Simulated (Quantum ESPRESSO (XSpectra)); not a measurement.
**The core hole at the As K edge of NbAs (I4₁md)**

```
NbAs
1.0
   -1.73327     1.73327     5.90503
    1.73327    -1.73327     5.90503
    1.73327     1.73327    -5.90503
Nb As
2 2
Direct
  0.49972   0.49972   0.00000
  0.24972   0.74972   0.50000
  0.91728   0.91728   0.00000
  0.66728   0.16728   0.50000
```

Geometry: Materials Project entry mp-2059 (a computed structure). No spin-polarised start was tried. The cell is the entry's, not relaxed again.

Absorber: atom 3, As on Wyckoff site a (site symmetry 2mm.), with 2 Nb at 2.63 Å, 4 Nb at 2.64 Å.

Model: LDA, no, half or full core hole, dipole K-edge X-ray absorption, plane waves, Troullier-Martins potentials made with ld1.x and PseudoDojo potentials for the other elements (Perdew-Zunger form enforced), scalar-relativistic, no spin, constant broadening; program: Quantum ESPRESSO (XSpectra).

Full-hole run: 20-atom cell (absorber images 7.8 Å apart), 66 Ry, k meshes 5×5×5 (SCF) and 4×4×4 (spectrum), Lorentzian half width 1.5 eV. The ground-state test found no gap over 0.25 eV with this functional, so the cell is neutral with smeared occupations; energies count from the Fermi level. Field directions run: x; y; z, weighted by the site's symmetry in the crystal. Intensities are scaled to a mean of 1 over 0–35 eV.

The half-hole run shares these settings; the run without a hole takes the primitive cell with a 9×9×9 mesh.

| core hole | mean 0–10 eV | mean 10–20 eV | mean 20–30 eV | highest value below 30 eV |
|---|---|---|---|---|
| none (primitive cell) | 1.04 | 1.10 | 0.89 | 1.3 |
| half | 1.09 | 1.06 | 0.88 | 1.4 |
| full | 1.12 | 1.03 | 0.89 | 1.4 |

From no hole to a full hole the mean over the first 10 eV goes from 1.04 through 1.09 to 1.12. The cell size was not varied. Each run counts from its own energy zero.

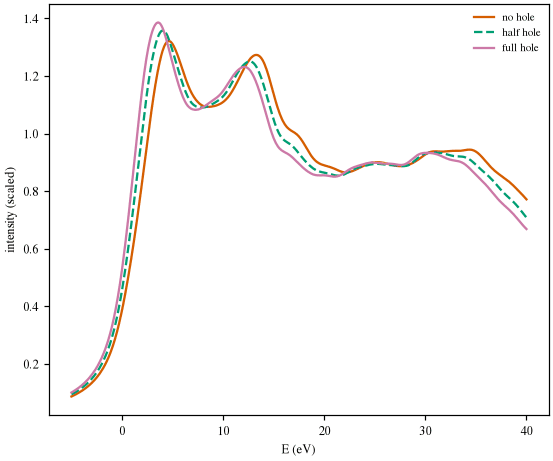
The three spectra
